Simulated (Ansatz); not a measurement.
# Ga2O3: Ga → Zn

Take Ga$_{2}$O$_{3}$ (space group C2/m, No. 12; a = 12.456 Å, b = 3.083 Å, c = 5.877 Å, α = γ = 90.00°, β = 103.70°) as the base.

One thing is altered: every Ga is replaced by Zn; the structure is relaxed again.

The values are results of Ansatz (a first-principles code), PBE, PAW, cutoff 420 eV, spin-orbit coupling left out, earlier PAW set, not measurements. Settings: 13×13×7 k-points, 0.05 eV Fermi–Dirac smearing, for the changed cell.

| quantity | base | changed | shift |
|---|---|---|---|
| density | 5.68 g/cm³ | 5.15 g/cm³ | -0.53 g/cm³ |
| space group | C2/m (No. 12) | C2/m (No. 12) | – |
| shortest interatomic distance | 1.858 Å | 1.892 Å | +0.034 Å |
| band gap | 2.01 eV | zero | – |

Final structure:

```
Zn2O3
1.0
    6.39501    -1.57344     0.00000
    6.39501     1.57344     0.00000
   -1.29330     0.00000     5.73531
Zn O
4 6
Cartesian
  0.09088   0.00000   4.56092
 11.40584   0.00000   1.17439
  8.02033   0.00000   1.85866
  3.47638   0.00000   3.87664
  1.93637   0.00000   0.63539
  9.56035   0.00000   5.09992
  1.50954   0.00000   3.25563
  9.98717   0.00000   2.47968
  6.04999   0.00000   1.53810
  5.44673   0.00000   4.19721
```

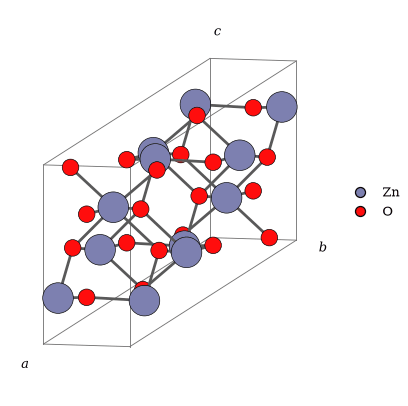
Figure. The relaxed conventional cell after the change

Cost of the whole job for the changed cell (relaxation, final SCF and bands): about 40 core-minutes (a rough figure).

A trial with spin polarisation found a lower state for one case, which could not be relaxed; the values given are those without spin. No phonon test of stability was made. As relaxed here, Zn2O3 is a hypothetical phase, not in the database extracts checked. The final runs are not spin-polarised. Zn2O3 has a high density of states at the Fermi level and may be magnetic at this level.
